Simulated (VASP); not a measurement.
Given:

```
CELL_PARAMETERS angstrom
      3.42693     0.00000     0.00000
      0.00000     3.42693     0.00000
      0.00000     0.00000     3.42693
ATOMIC_POSITIONS crystal
  Si 0.00000 0.00000 0.00000
  Ni 0.00000 0.50000 0.50000
  Ni 0.50000 0.00000 0.50000
  Ni 0.50000 0.50000 0.00000
```

Computed with LDA (Ceperley-Alder, Perdew-Zunger), VASP's LDA PAW potentials (set 64) (plane waves; VASP). Run with 400 eV cut-off, 10×10×10 Γ-centred mesh, tetrahedra with Blöchl corrections, potentials Si Ni.

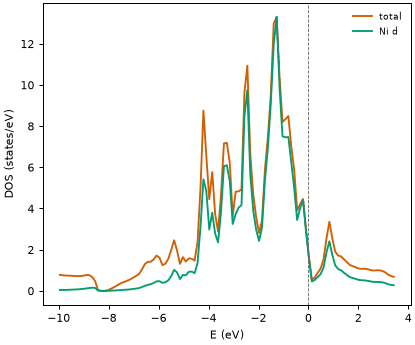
Figure. Total and projected density of states, zero at the Fermi level

Within 2 eV below the Fermi level the largest weight inside VASP's projection spheres is Ni d.

It has no gap at this level: it comes out as a metal or semimetal.

The structure comes from a computed database's SiNi3 entry (Pm-3m); how it stands against other phases isn't given here. It was relaxed first. The run is not spin-polarised, so no magnetic state was tried.
